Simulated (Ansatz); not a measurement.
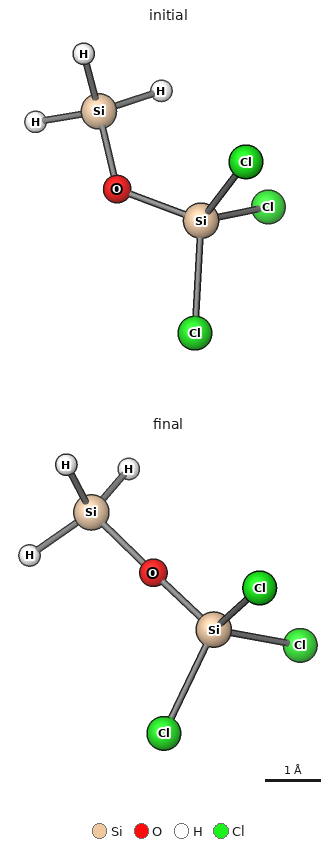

The structure of Si$_{2}$H$_{3}$OCl$_{3}$ before (top) and after (bottom) a relaxation, at one scale.

A ball-and-stick model, seen from a free direction.

The run prepares the start of a later molecular dynamics calculation, from a guessed geometry.

All numbers below come from RKS r2SCAN-D4/6-31G (Ansatz).

The input:
```yaml
crystal:
  periodic: [false, false, false]
  atoms:
    - { symbol: Si, position_ang: [0.0, 0.0, 0.0] }
    - { symbol: O, position_ang: [0.0, 0.0, 1.68] }
    - { symbol: Si, position_ang: [-1.3147, -0.4067, 2.6436] }
    - { symbol: H, position_ang: [-2.239, -1.2403, 1.8804] }
    - { symbol: H, position_ang: [-0.8506, -1.1432, 3.8157] }
    - { symbol: H, position_ang: [-1.9987, 0.8095, 3.0733] }
    - { symbol: Cl, position_ang: [2.0086, 0.0, -0.7093] }
    - { symbol: Cl, position_ang: [-1.0032, 1.7381, -0.7093] }
    - { symbol: Cl, position_ang: [-1.0032, -1.7381, -0.7093] }
basis:
  gaussian: { orbitals: "6-31G" }
hamiltonian:
  xc: r2scan
  dispersion: d4
relax:
  f_tol: 0.02
  max_steps: 40
```

Command:
```bash
ansatz run input.yaml --threads 2 --pin off --max-ram 3072MiB --backend cpu --events-out ev --progress --plain --runs-dir out
```

### What changed between the two?

Over 9 accepted moves (11 points after the start) the energy falls by 0.402 eV. The largest force component goes from 1.8 to 0.0018 eV/Å. The line search rejected the trial steps at points 6, 8 of the run. H4 moves most after the best rigid fit: 0.89 Å. By element the largest moves are H 0.89 Å, O 0.85 Å, Cl 0.85 Å, Si 0.23 Å. Near-neighbour distances that change, for instance: Si1–Si3 2.980 → 3.349 Å, Si1–O2 1.680 → 1.634 Å, Si3–H4 1.460 → 1.497 Å, O2–Si3 1.680 → 1.715 Å. Bond angles that change, for instance: Si1–O2–Si3 125.0° → 179.0°. Cost: 64 s on 2 threads of Arm Neoverse V2, with other jobs on the host, peak memory 0.16 GiB.

Limits of the set-up: the basis has no polarisation functions, which atoms past neon need.
